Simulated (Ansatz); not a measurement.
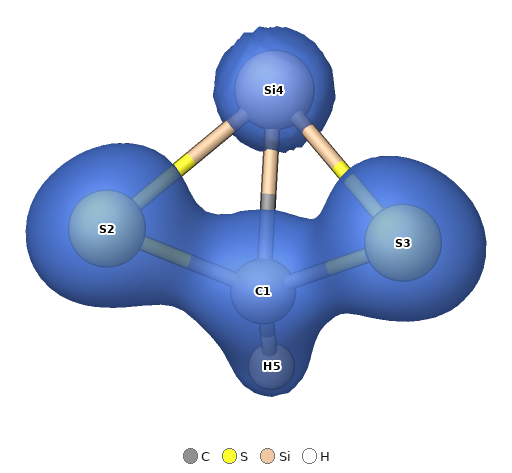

The picture shows: CHS2Si (SMILES S1C2S[Si]12) (doublet). Isosurface of the total electron density at 0.8 e/Å³ (blue), seen at a tilt.

Geometry: B3LYP-D3(BJ)/6-311G**.

All numbers below come from isolated molecule in a Gaussian basis; Kohn-Sham density functional theory, functional PBE0 in Ansatz 0.2.0.

```json
{"atom": "C", "x (Å)": "-0.0887", "y (Å)": "-0.4754", "z (Å)": "0.7459"}
{"atom": "S", "x (Å)": "0.4533", "y (Å)": "-0.4880", "z (Å)": "2.4223"}
{"atom": "S", "x (Å)": "0.6170", "y (Å)": "0.7187", "z (Å)": "-0.3406"}
{"atom": "Si", "x (Å)": "-0.5098", "y (Å)": "1.3576", "z (Å)": "1.5215"}
{"atom": "H", "x (Å)": "-0.7431", "y (Å)": "-1.2500", "z (Å)": "0.3688"}
```

> What does this surface tell about the bonding?

At this value the surface falls into two separate pieces. It bridges the sampled C–S (1.76 Å) and C–H (1.08 Å) contacts, where the density stays above the isovalue. It is pinched off along the sampled C–Si (2.03 Å) and Si–S (2.27 Å) contacts. On the grid the lowest density along these lines, outside the cores, is 1.3 e/Å³ (C–S, 1.76 Å), 0.52 e/Å³ (C–Si, 2.03 Å), 0.51 e/Å³ (Si–S, 2.27 Å) and 1.9 e/Å³ (C–H, 1.08 Å).
